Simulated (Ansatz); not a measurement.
Starting cell, CdS (wurtzite):

```
CELL_PARAMETERS angstrom
      4.19618     0.00000     0.00000
     -2.09809     3.63400     0.00000
      0.00000     0.00000     6.82953
ATOMIC_POSITIONS crystal
  Cd 0.33333 0.66667 0.99917
  Cd 0.66667 0.33333 0.49917
  S  0.33333 0.66667 0.37563
  S  0.66667 0.33333 0.87563
```

In this cell atom 1 (Cd, nearest neighbour S at 2.565 Å; its periodic images, 4.2 Å or more away, move with it) is moved by s along Cartesian z, unit vector (0.000, 0.000, 1.000); all other atoms and the cell stay fixed.

Computed with PBE (plane waves to 420 eV, PAW, scalar-relativistic; Ansatz, a first-principles code). k mesh 7×7×4 (Γ-centred), Fermi-Dirac smearing 0.05 eV. The energy includes the smearing's −TS. CdS was relaxed with its symmetry unable to fall. ΔE is measured from the undisplaced structure.

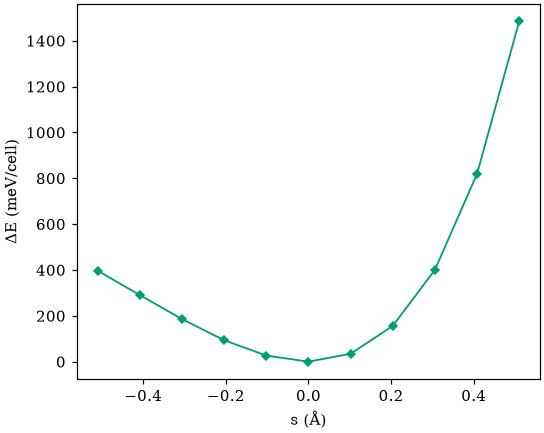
Figure. ΔE (meV/cell) against s (Å); one marker a computed point.

The force along the line at s = -0.510 Å is 1.02 eV/Å and the force constant k = d²E/ds² at s = 0 (finite differences) is 5.78 eV/Å². Symmetry of the curve: not even: the positive side lies higher at ±0.510 Å. Shape of the curve: a single well with its minimum at or next to zero displacement. Harmonic estimate at the end of the scan: ½ks² = 752 meV/cell against the computed 1485 meV/cell, so the well is stiffer than harmonic there.

With its periodic images moving along, the atom's site symmetry in this cell is 3m..

(For displaced atoms, the force is minus the slope of the energy, and its curvature is a force constant, which sets phonon frequencies.)
